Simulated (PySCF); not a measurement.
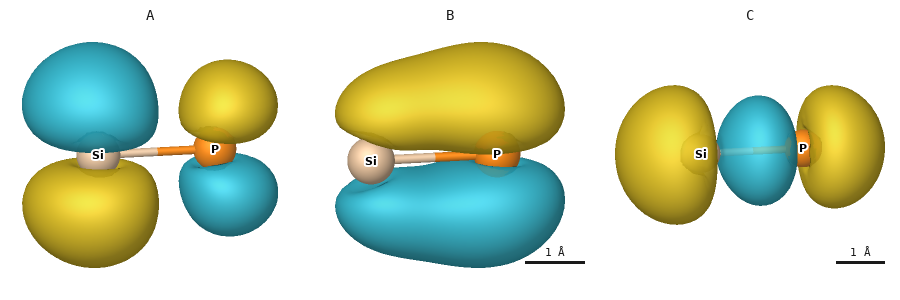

Figure. SiP (charge +1, triplet). Three frontier α-spin orbitals, each drawn at the value that holds 80 % of its norm (yellow and cyan are the two phases), in no order; of a degenerate pair one member is drawn.

Computed with PySCF 2.14.0, PBE0/def2-TZVPPD, non-relativistic Hamiltonian with scalar-relativistic core potentials where named, at a bond length of 2.221 Å.

Name the orbitals and rank them from lowest to highest energy.

Answer. Orbital B: π, occupied in this spin, −14.40 eV; mainly on P (75 %).
Orbital C: σ, occupied in this spin, −13.76 eV; shared between the atoms (Si 55 %, P 45 %).
Orbital A: π, empty in this spin, −9.16 eV; mainly on Si (70 %).
